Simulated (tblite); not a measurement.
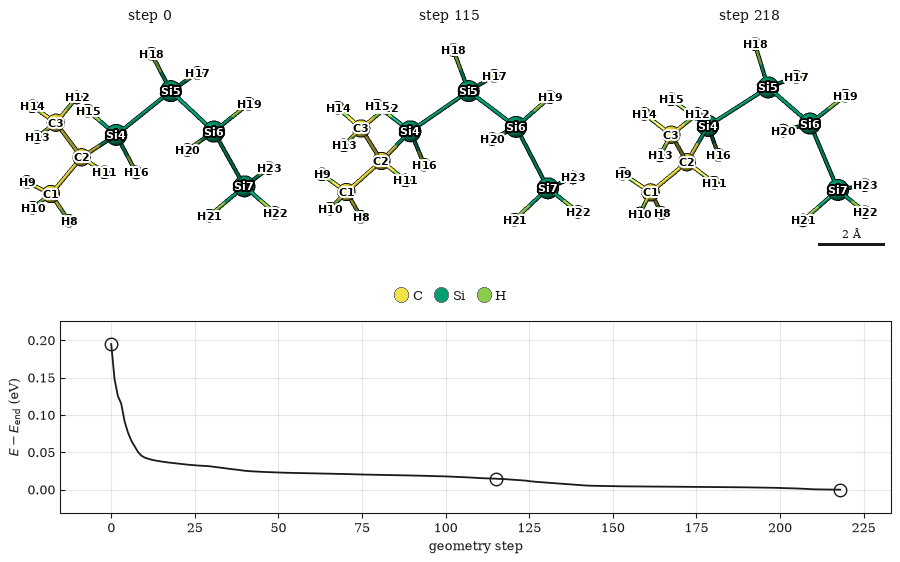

Frames of a relaxation of C3H16Si4, marked on the history of the run. The picture is a ball-and-stick view, seen at a tilt.

Computed with GFN2-xTB geometry optimisation, gas phase in tblite 0.8.0. 

Describe the path.

Answer. The energy falls by 0.195 eV in 218 geometry steps. The atom that moves furthest after the best rigid fit is H16 (0.98 Å). Largest moves by element: H 0.98 Å, C 0.64 Å, Si 0.56 Å. Near-neighbour distances that change, for instance: Si5–Si6 2.282 → 2.329 Å, Si7–H22 1.490 → 1.465 Å, Si6–H19 1.497 → 1.472 Å, Si4–Si5 2.295 → 2.316 Å. Among the angles between lasting bonds that change: Si5–Si6–Si7 107.5° → 114.7°, Si4–Si5–Si6 108.7° → 114.8°, H19–Si6–H20 107.3° → 102.4°. Groups turn about Si4–Si5 by about 30°. Cost: 4.2 s on 1 thread of Arm Neoverse N1, on a shared host. From step 0 to 115: H16 moves most (0.55 Å), energy −0.180 eV. From step 115 to 218: H13 moves most (0.60 Å), energy −0.015 eV.
